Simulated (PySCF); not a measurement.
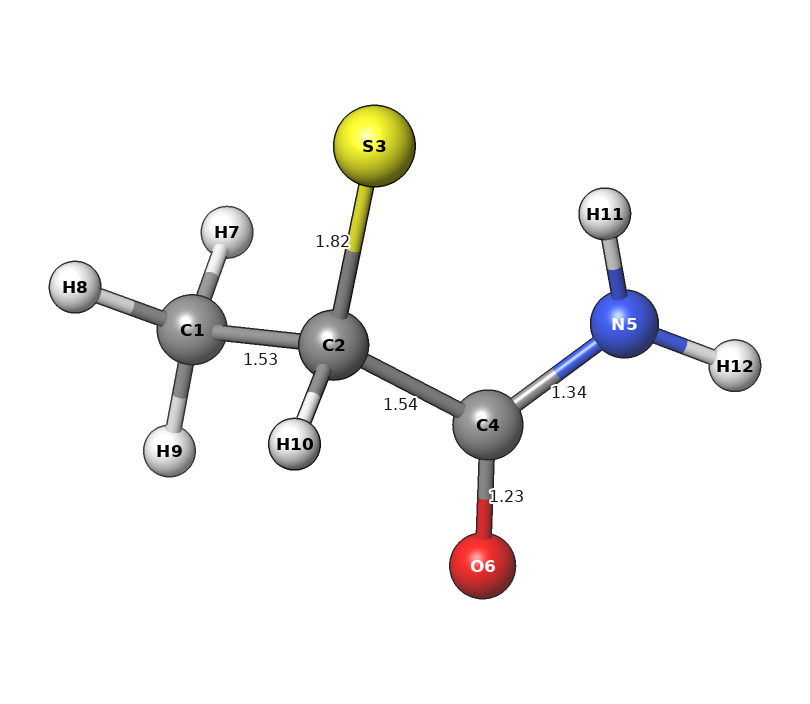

Bond lengths are marked in Å; every bond is drawn as one stick. The species has charge −1 and is a spin singlet. Computed geometry: PBE0-D3(BJ)/def2-SVP optimisation. No frequency run is at hand to confirm it as a minimum.

> Assign a bond order to each marked bond.

C1–C2 single; C2–S3 single; C2–C4 single; C4–N5 single; C4–O6 double. This is one Lewis structure.

> Give the structure as SMILES.

C[C@H]([S-])C(N)=O
